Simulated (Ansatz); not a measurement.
Cost and result by functional for the adsorption energy of O on the 1x1 (111) surface of fcc Al, one in a 2x2 cell, started at the site 'hollow Al-Al-Al over Al at depth 4.6 Å', in Ansatz (plane waves, PAW). Single points on the PBE structure, on one kind of machine; costs are rough ratios of the slab run's core time (references not counted) to the cheapest single point. r2SCAN's cost holds its higher cutoff (500 against 420 eV). Differences are taken against r2SCAN for comparison alone: no measured value is at hand, so the table doesn't rank accuracy.

Set-up: 17 atoms, 7.0 Å thick at the start under the adsorbate (thin: gaps and levels are the slab's own); mesh 6x6x1; 0.1 eV smearing; dipole correction on; 8 atoms held, the rest relaxed; held to the start's symmetry, so lower structures may exist; spin-polarised, no spin-orbit, no U, no dispersion correction. The starting moment vanished. At the end it is bonded to 3 Al. In PBE it is, or lies within 0.03 eV of, the lowest of the starts that converged. These notes are the PBE run's. r2SCAN: The program's check for a lower electronic state was not made. Adsorption energies are against ½ O2(g). A negative adsorption energy means that the adsorbate is more stable on the surface than in its reference.

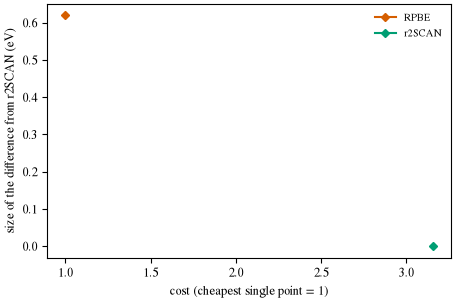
*Difference from r2SCAN against cost*

```
functional                     relative cost  adsorption energy (eV)  less r2SCAN (eV)
-----------------------------  -------------  ----------------------  ----------------
RPBE                                       1                   -4.00              0.62
r2SCAN                                     3                   -4.62              0.00
PBE (the relaxed run's value)              –                   -4.27              0.35
```

The values span 0.62 eV, while the single points' costs differ by a factor of roughly 3. Differences are of unrounded values.

Ansatz is a quantum-chemistry and plane-wave program.
